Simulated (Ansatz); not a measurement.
## Nudged elastic band of CH$_{8}$GeNOSb

The run: nudged elastic band of CH$_{8}$GeNOSb, SMILES N[C](O)([GeH3])[SbH2]. Method and program: RKS LDA/def2-SVP (Ansatz 0.2.0).

One setting was made poor on purpose. It belongs to a series of runs on one base structure; here: band between the two ends. Figures and captions count atoms from 1; the log counts them from 0 in places.

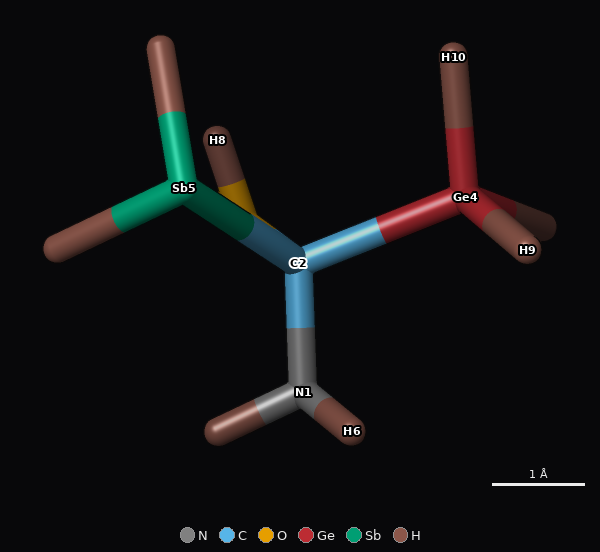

**Figure 1.** The input geometry (stick view, seen on its broad side; atoms are numbered from 1 in the order of the input). Sticks mark near contacts.

Input file:
```yaml
crystal:
  periodic: [false, false, false]
  atoms:
    - { symbol: "N", position_ang: [-1.406123, 0.643135, 0.699019] }
    - { symbol: C, position_ang: [-0.362602, 0.07319, -0.048263] }
    - { symbol: O, position_ang: [-0.911206, -0.395329, -1.235224] }
    - { symbol: Ge, position_ang: [0.468495, -1.391024, 0.97617] }
    - { symbol: Sb, position_ang: [1.323716, 1.577799, -0.563295] }
    - { symbol: H, position_ang: [-1.152925, 0.910529, 1.655388] }
    - { symbol: H, position_ang: [-1.891104, 1.407262, 0.207051] }
    - { symbol: H, position_ang: [-0.180115, -0.518223, -1.872513] }
    - { symbol: H, position_ang: [0.973656, -0.875794, 2.348623] }
    - { symbol: H, position_ang: [1.677412, -1.901529, 0.157311] }
    - { symbol: H, position_ang: [-0.544499, -2.538533, 1.181943] }
    - { symbol: H, position_ang: [1.85759, 0.612628, -1.905294] }
    - { symbol: H, position_ang: [0.168105, 2.36119, -1.586115] }
basis:
  gaussian: { orbitals: def2-SVP }
hamiltonian:
  xc: lda
neb:
  order_check: false
  images: 7
  f_tol: 0.05
  max_iterations: 60
  initial_path: linear
  final_atoms:
    - { symbol: "N", position_ang: [-1.17633408, 0.8050621, 0.75264821] }
    - { symbol: C, position_ang: [-0.24893782, 0.12235155, -0.06239069] }
    - { symbol: O, position_ang: [-0.85886153, -0.39228968, -1.2154948] }
    - { symbol: Ge, position_ang: [0.53975815, -1.32887695, 1.00954269] }
    - { symbol: Sb, position_ang: [1.3378782, 1.63070041, -0.4928664] }
    - { symbol: H, position_ang: [-1.90847421, 0.17108677, 1.11170833] }
    - { symbol: H, position_ang: [-1.64290372, 1.5689142, 0.23791684] }
    - { symbol: H, position_ang: [-0.16654822, -0.74634993, -1.80902969] }
    - { symbol: H, position_ang: [1.44537846, -0.8078903, 2.14729104] }
    - { symbol: H, position_ang: [1.3638799, -2.25092485, 0.07816784] }
    - { symbol: H, position_ang: [-0.63771272, -2.14636808, 1.59942643] }
    - { symbol: H, position_ang: [1.80900183, 0.80617925, -1.94804504] }
    - { symbol: H, position_ang: [0.16427575, 2.53370651, -1.39407376] }
```

Run as:
```bash
ansatz run input.yaml --threads 2 --pin off --max-ram 3072MiB --backend cpu --events-out ev --progress --plain --runs-dir out
```

What the program printed:
```
Engine: ansatz 0.2.0, aarch64-unknown-linux-gnu
Functional definition: SPW92
  exchange = slater_x
  correlation = pw_c
1604 factors; their error is unknown
mean field evaluation 1: about -67602.9756 eV, gradient 7.4e1 eV
mean field evaluation 2: about -67450.1971 eV, gradient 2.2e2 eV
mean field evaluation 4: about -67613.3201 eV, gradient 2.3e1 eV
mean field evaluation 8: about -67614.4805 eV, gradient 1.8e-1 eV
mean field evaluation 16: about -67614.4121 eV, gradient 2.1e-3 eV
mean field -67614.41207923 eV, -2484.7838132170 hartree, gradient 2.1e-5 eV, S^2 0.000000; 0 other end points of the search recorded, 0 dependent functions left out
the calculation of the forces begins
reference -67614.41211861 eV, -2484.7838146642 hartree; 42, 42 occupied and 98, 98 virtual orbitals, 1604 factors
1604 factors; their error is unknown
mean field evaluation 32: about -67614.5695 eV, gradient 4.0e-2 eV
mean field -67614.56949037 eV, -2484.7895979697 hartree, gradient 5.7e-5 eV, S^2 0.000000; 0 other end points of the search recorded, 0 dependent functions left out
[... from here on the field's lines of each further geometry are left out, up to the last ...]
NEB iter   1: max|band force component| = 3.457e1 eV/Å  barrier→ = 4.0353 eV  barrier← = 4.1927 eV  Δτ_max = 0.1991 Å  (272 SCF iters)
NEB iter   2: max|band force component| = 1.270e0 eV/Å  barrier→ = 0.0684 eV  barrier← = 0.2258 eV  Δτ_max = 0.2000 Å  (229 SCF iters)
NEB iter   3: max|band force component| = 8.167e-1 eV/Å  barrier→ = 0.1502 eV  barrier← = 0.3076 eV  Δτ_max = 0.1591 Å  (215 SCF iters)
NEB iter   4: max|band force component| = 4.952e-1 eV/Å  barrier→ = 0.0506 eV  barrier← = 0.2080 eV  CI = image 3  Δτ_max = 0.0413 Å  (206 SCF iters)
NEB iter   5: max|band force component| = 2.846e-1 eV/Å  barrier→ = 0.0445 eV  barrier← = 0.2019 eV  CI = image 3  Δτ_max = 0.0434 Å  (216 SCF iters)
NEB iter   6: max|band force component| = 2.921e-1 eV/Å  barrier→ = 0.0405 eV  barrier← = 0.1980 eV  CI = image 3  Δτ_max = 0.0140 Å  (214 SCF iters)
NEB iter   7: max|band force component| = 1.569e-1 eV/Å  barrier→ = 0.0397 eV  barrier← = 0.1972 eV  CI = image 3  Δτ_max = 0.0218 Å  (222 SCF iters)
the calculation of the forces begins
reference -67614.56632966 eV, -2484.7894818161 hartree; 42, 42 occupied and 98, 98 virtual orbitals, 1604 factors
1604 factors; their error is unknown
mean field evaluation 672: about -67614.4291 eV, gradient 2.5e0 eV
mean field -67614.37266532 eV, -2484.7823647828 hartree, gradient 1.9e-5 eV, S^2 0.000000; 1 other end points of the search recorded, 0 dependent functions left out
the calculation of the forces begins
reference -67614.37270490 eV, -2484.7823662373 hartree; 42, 42 occupied and 98, 98 virtual orbitals, 1604 factors
NEB iter   8: max|band force component| = 2.910e-2 eV/Å  barrier→ = 0.0394 eV  barrier← = 0.1968 eV  CI = image 3  Δτ_max = 0.0000 Å  (431 SCF iters)
```

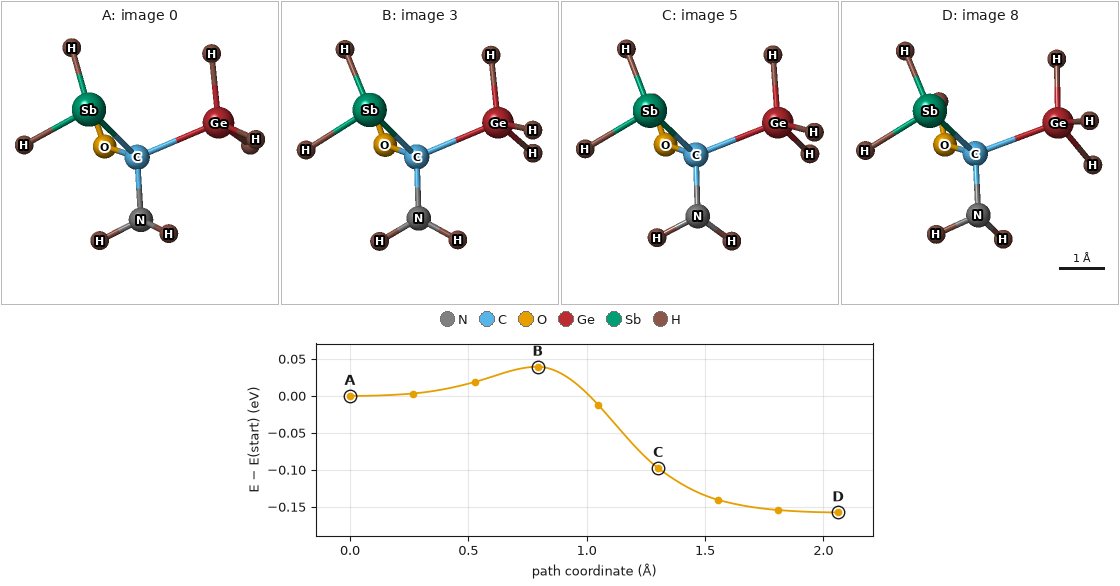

**Figure 2.** Images of the last band (counted from 0; ball-and-stick, seen at a tilt) above the energy along the path; the line is a cubic interpolation that uses the forces. The highest image is number 3, 0.039 eV above the start and 0.197 eV above the end (the climbing image); the end lies 0.157 eV below the start. The path is 2.06 Å long. The band converged in 8 iterations.

```
Total energy: -67614.37270490 eV, -2484.7823662373 hartree
Atom 0 at    -1.392592     0.659888     0.598519 Å, force     0.002217    -0.009194     0.026441 eV/Å
Atom 1 at    -0.338807     0.064455    -0.080554 Å, force     0.011955     0.020899    -0.027540 eV/Å
Atom 2 at    -0.795137    -0.479875    -1.287237 Å, force     0.002978    -0.007037    -0.004776 eV/Å
Atom 3 at     0.508452    -1.332992     1.012737 Å, force    -0.002431    -0.002177     0.003265 eV/Å
Atom 4 at     1.285323     1.622826    -0.520219 Å, force     0.000333     0.005056     0.009515 eV/Å
Atom 5 at    -1.569255     0.475294     1.584425 Å, force    -0.014226     0.007269     0.006762 eV/Å
Atom 6 at    -1.870757     1.462463     0.179865 Å, force     0.002092     0.001709     0.000366 eV/Å
Atom 7 at    -0.022231    -0.583565    -1.877986 Å, force     0.002590    -0.005430    -0.005828 eV/Å
Atom 8 at     1.135871    -0.756689     2.307566 Å, force    -0.004408    -0.001135     0.001972 eV/Å
Atom 9 at     1.621926    -1.970998     0.154650 Å, force     0.002950    -0.001867    -0.008323 eV/Å
Atom 10 at    -0.539440    -2.414585     1.370655 Å, force    -0.000558    -0.002894     0.005508 eV/Å
Atom 11 at     1.891722     0.796407    -1.925753 Å, force    -0.002778    -0.002585    -0.000683 eV/Å
Atom 12 at     0.105326     2.422672    -1.501866 Å, force    -0.000713    -0.002614    -0.006680 eV/Å
Dipole moment:    -0.104499     0.076386     0.178640 e Å
this run last wrote the band of iteration 8 to [file]
```

The last band as extended XYZ (Å, eV, eV/Å):
```
13
Properties=species:S:1:pos:R:3:forces:R:3 image=0 energy=-67614.41208
N    -1.4061    0.6431    0.6990    0.0027  -0.0013  -0.0003
C    -0.3626    0.0732   -0.0483    0.0005  -0.0017   0.0007
O    -0.9112   -0.3953   -1.2352   -0.0016   0.0004  -0.0011
Ge    0.4685   -1.3910    0.9762   -0.0008   0.0033  -0.0018
Sb    1.3237    1.5778   -0.5633    0.0002  -0.0005   0.0010
H    -1.1529    0.9105    1.6554   -0.0002   0.0002   0.0006
H    -1.8911    1.4073    0.2071    0.0002  -0.0011  -0.0014
H    -0.1801   -0.5182   -1.8725   -0.0005   0.0003   0.0013
H     0.9737   -0.8758    2.3486   -0.0001   0.0004   0.0005
H     1.6774   -1.9015    0.1573    0.0001  -0.0006   0.0007
H    -0.5445   -2.5385    1.1819    0.0002   0.0001  -0.0002
H     1.8576    0.6126   -1.9053   -0.0013   0.0000   0.0000
H     0.1681    2.3612   -1.5861    0.0007   0.0006   0.0002
13
Properties=species:S:1:pos:R:3:forces:R:3 image=1 energy=-67614.40881
N    -1.4364    0.6129    0.6507    0.0073   0.0051   0.0098
C    -0.3626    0.0589   -0.0614   -0.0018  -0.0084  -0.0223
O    -0.8625   -0.4264   -1.2643    0.0037   0.0152   0.0108
Ge    0.4747   -1.3825    0.9871    0.0031  -0.0019   0.0027
Sb    1.3060    1.6019   -0.5273   -0.0107  -0.0022   0.0063
H    -1.2422    0.8289    1.6329    0.0098   0.0178   0.0079
H    -1.8953    1.3997    0.1701   -0.0052  -0.0114  -0.0092
H    -0.1070   -0.5362   -1.8753   -0.0049  -0.0023  -0.0028
H     1.0671   -0.8257    2.3077   -0.0086  -0.0018   0.0044
H     1.6239   -1.9585    0.1285    0.0054   0.0019  -0.0010
H    -0.5544   -2.4926    1.2965    0.0026  -0.0061  -0.0081
H     1.8699    0.6943   -1.8975   -0.0009  -0.0046   0.0053
H     0.1391    2.3906   -1.5329    0.0000  -0.0014  -0.0039
13
Properties=species:S:1:pos:R:3:forces:R:3 image=2 energy=-67614.39301
N    -1.4418    0.6107    0.6066   -0.0255  -0.0234  -0.0321
C    -0.3563    0.0556   -0.0753   -0.0078  -0.0108  -0.0112
O    -0.8192   -0.4551   -1.2866    0.0064   0.0076   0.0023
Ge    0.4875   -1.3602    1.0006   -0.0065  -0.0039  -0.0020
Sb    1.2941    1.6154   -0.5188   -0.0142   0.0066   0.0153
H    -1.3917    0.6592    1.6254    0.0596   0.0586   0.0273
H    -1.8695    1.4392    0.1743   -0.0096  -0.0121   0.0013
H    -0.0476   -0.5610   -1.8782    0.0065   0.0044  -0.0068
H     1.1149   -0.7809    2.2953   -0.0099  -0.0026  -0.0007
H     1.6059   -1.9798    0.1341    0.0066   0.0037  -0.0024
H    -0.5522   -2.4465    1.3595    0.0004  -0.0176  -0.0022
H     1.8790    0.7582   -1.9139   -0.0043  -0.0085   0.0141
H     0.1172    2.4104   -1.5081   -0.0016  -0.0020  -0.0029
13
Properties=species:S:1:pos:R:3:forces:R:3 image=3 energy=-67614.37267
N    -1.3926    0.6599    0.5985    0.0022  -0.0092   0.0264
C    -0.3388    0.0645   -0.0806    0.0120   0.0209  -0.0275
O    -0.7951   -0.4799   -1.2872    0.0030  -0.0070  -0.0048
Ge    0.5085   -1.3330    1.0127   -0.0024  -0.0022   0.0033
Sb    1.2853    1.6228   -0.5202    0.0003   0.0051   0.0095
H    -1.5693    0.4753    1.5844   -0.0142   0.0073   0.0068
H    -1.8708    1.4625    0.1799    0.0021   0.0017   0.0004
H    -0.0222   -0.5836   -1.8780    0.0026  -0.0054  -0.0058
H     1.1359   -0.7567    2.3076   -0.0044  -0.0011   0.0020
H     1.6219   -1.9710    0.1547    0.0029  -0.0019  -0.0083
H    -0.5394   -2.4146    1.3707   -0.0006  -0.0029   0.0055
H     1.8917    0.7964   -1.9258   -0.0028  -0.0026  -0.0007
H     0.1053    2.4227   -1.5019   -0.0007  -0.0026  -0.0067
13
Properties=species:S:1:pos:R:3:forces:R:3 image=5 energy=-67614.50947
N    -1.2671    0.7706    0.6849    0.0716   0.0485   0.0414
C    -0.2826    0.1004   -0.0625    0.0114   0.0316   0.0244
O    -0.7921   -0.4787   -1.2380   -0.0336   0.0161   0.0397
Ge    0.5621   -1.2942    1.0366    0.0241   0.0196   0.0092
Sb    1.2545    1.6695   -0.4950    0.0082   0.0180   0.0049
H    -1.8263    0.1952    1.3263   -0.0981  -0.1207  -0.1456
H    -1.8744    1.3732    0.1109    0.0479  -0.0022   0.0012
H    -0.0459   -0.6115   -1.8574   -0.0439  -0.0219   0.0145
H     1.1529   -0.7422    2.3535    0.0336  -0.0067   0.0166
H     1.6846   -1.9398    0.1943    0.0037  -0.0192  -0.0032
H    -0.5065   -2.3734    1.3491   -0.0030   0.0377   0.0056
H     1.8848    0.8443   -1.8941   -0.0252  -0.0150  -0.0041
H     0.0764    2.4520   -1.4938    0.0032   0.0143  -0.0048
13
Properties=species:S:1:pos:R:3:forces:R:3 image=6 energy=-67614.55250
N    -1.2767    0.7397    0.6988    0.0023  -0.0012   0.0078
C    -0.2687    0.1089   -0.0581   -0.0131   0.0015  -0.0030
O    -0.7797   -0.4730   -1.2307   -0.0027   0.0120   0.0146
Ge    0.5911   -1.2742    1.0473    0.0064   0.0061   0.0013
Sb    1.2309    1.7070   -0.4705    0.0045   0.0167   0.0061
H    -1.9235    0.0735    1.1476   -0.0249  -0.0381  -0.0632
H    -1.8326    1.3902    0.1212    0.0295   0.0154   0.0140
H    -0.0352   -0.6595   -1.8373   -0.0022  -0.0185   0.0045
H     1.1965   -0.7202    2.3563    0.0257   0.0033  -0.0031
H     1.7001   -1.9481    0.2062   -0.0028  -0.0149  -0.0028
H    -0.4929   -2.3329    1.3736   -0.0038   0.0175   0.0146
H     1.8557    0.8687   -1.8616   -0.0172  -0.0074   0.0058
H     0.0553    2.4851   -1.4780   -0.0017   0.0075   0.0033
13
Properties=species:S:1:pos:R:3:forces:R:3 image=7 energy=-67614.56629
N    -1.3038    0.6939    0.6829   -0.0116  -0.0019  -0.0006
C    -0.2649    0.1052   -0.0675   -0.0026  -0.0043  -0.0086
O    -0.7476   -0.4727   -1.2520    0.0025   0.0060   0.0054
Ge    0.6050   -1.2626    1.0501   -0.0003   0.0024   0.0005
Sb    1.1973    1.7493   -0.4284    0.0043   0.0037   0.0034
H    -1.9829   -0.0091    1.0160   -0.0027  -0.0085  -0.0076
H    -1.8227    1.3930    0.1278    0.0099   0.0034  -0.0002
H     0.0124   -0.7172   -1.8174    0.0052  -0.0068  -0.0010
H     1.2744   -0.6761    2.3126    0.0102   0.0040  -0.0046
H     1.6674   -1.9980    0.1981   -0.0058  -0.0093  -0.0036
H    -0.4933   -2.2782    1.4552   -0.0023   0.0056   0.0101
H     1.8567    0.9282   -1.8115   -0.0039   0.0027   0.0022
H     0.0222    2.5096   -1.4509   -0.0028   0.0030   0.0046
13
Properties=species:S:1:pos:R:3:forces:R:3 image=8 energy=-67614.56949
N    -1.3210    0.6575    0.6488   -0.0008  -0.0014  -0.0048
C    -0.2560    0.0920   -0.0834    0.0018   0.0013  -0.0005
O    -0.7045   -0.4879   -1.2788   -0.0043   0.0026   0.0075
Ge    0.6089   -1.2587    1.0589   -0.0005  -0.0015  -0.0006
Sb    1.1710    1.7790   -0.3935   -0.0003  -0.0014  -0.0001
H    -1.9998   -0.0598    0.9514   -0.0003   0.0004   0.0008
H    -1.8312    1.3622    0.0927   -0.0003  -0.0001   0.0017
H     0.0709   -0.7557   -1.8116    0.0044  -0.0023  -0.0038
H     1.3506   -0.6374    2.2631   -0.0004   0.0002   0.0002
H     1.6096   -2.0738    0.2040   -0.0006   0.0006  -0.0002
H    -0.5077   -2.2117    1.5566    0.0003   0.0003   0.0005
H     1.8535    1.0204   -1.7999    0.0014   0.0008  -0.0008
H    -0.0238    2.5392   -1.3933   -0.0005   0.0006   0.0002
```

Summary:

- outcome: converged
- barrier, forward: 0.039 eV
- barrier, backward: 0.197 eV
- hardware: 2 threads of Arm Neoverse V1, 24 GiB of memory available, shared host
- wall time: 2.6 min (CPU time 4.8 min)
- peak memory: 0.2 GiB

Remarks:

A deliberately poor setting: straight start. The order of the saddle point was not checked.
